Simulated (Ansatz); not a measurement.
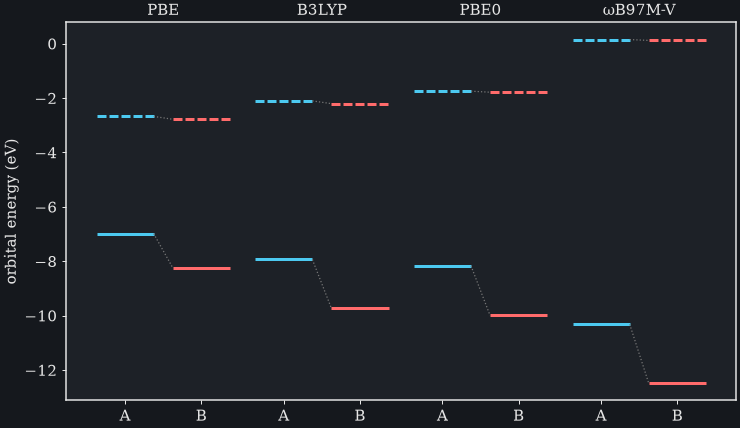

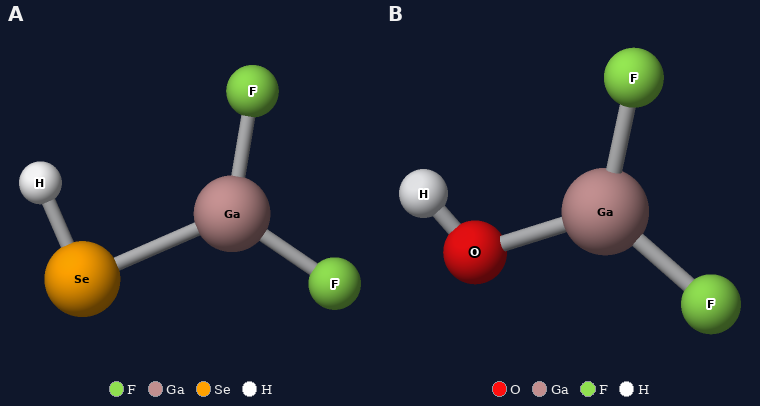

One change: A, GaHSeF₂ (SMILES [F][Ga]([F])[SeH]), becomes B, GaHOF₂ (SMILES [OH][Ga]([F])[F]). SeH on Ga is replaced by OH. HOMO (solid) and LUMO (dashed) computed in def2-TZVPP at PBE0-D4/def2-TZVP geometries, both minima by their frequencies, gas phase, the Ansatz code 0.2.0. Empty levels above zero depend strongly on the basis.

What does the change do to HOMO and LUMO?

Answer. PBE: the HOMO falls by 1.26 eV, the LUMO falls by 0.11 eV, and the separation goes from 4.31 to 5.46 eV. B3LYP: the HOMO falls by 1.80 eV, the LUMO falls by 0.10 eV, and the separation goes from 5.83 to 7.53 eV. PBE0: the HOMO falls by 1.82 eV, the LUMO falls by 0.04 eV, and the separation goes from 6.42 to 8.21 eV. ωB97M-V: the HOMO falls by 2.17 eV, the LUMO falls by 0.03 eV, and the separation goes from 10.47 to 12.61 eV.

Do the functionals agree on the effect?

Answer. They agree on the direction for both levels; the HOMO shift lies between −2.17 and −1.26 eV and the LUMO shift between −0.11 and −0.03 eV, while the separations themselves differ by up to 7.1 eV between functionals.
